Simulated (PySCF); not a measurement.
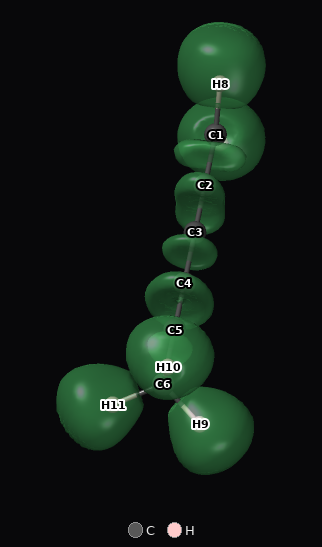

C6H5 (SMILES [CH2]C#CC#CC) (doublet). Isosurface of the electron localisation function at 0.85 (green), seen at an oblique angle. Only the valence region is drawn (cores and ρ < 0.01 e/Å³ removed).

Geometry: GFN2-xTB.

Computed with UKS B3LYP, pcH-1 on C H, non-relativistic, mean-field spin-orbit, GIAO in PySCF 2.14.0, density-fitted response routines.

| atom | x (Å) | y (Å) | z (Å) |
| --- | --- | --- | --- |
| C | -3.5431 | 0.1818 | -0.1805 |
| C | -2.2170 | 0.1140 | -0.0536 |
| C | -0.9859 | 0.0514 | 0.0648 |
| C | 0.3406 | -0.0177 | 0.1931 |
| C | 1.5503 | -0.0798 | 0.3096 |
| C | 2.9816 | -0.1530 | 0.4451 |
| H | -4.1816 | 0.2248 | 0.6851 |
| H | -4.0077 | 0.1946 | -1.1514 |
| H | 3.2546 | -0.9559 | 1.1322 |
| H | 3.4434 | -0.3453 | -0.5244 |
| H | 3.3702 | 0.7880 | 0.8391 |

### What do the ELF domains correspond to?

The surface consists of five regions between bonded C–C atoms (shared pairs) and five regions around hydrogen nuclei. Along the contacts the grid gives the following. C–C (1.22 Å): the ELF peaks at about 0.85 between the atoms (a multiple bond). C–H (1.08 Å): the ELF climbs to about 1 towards the hydrogen, as it does in any bond to H.
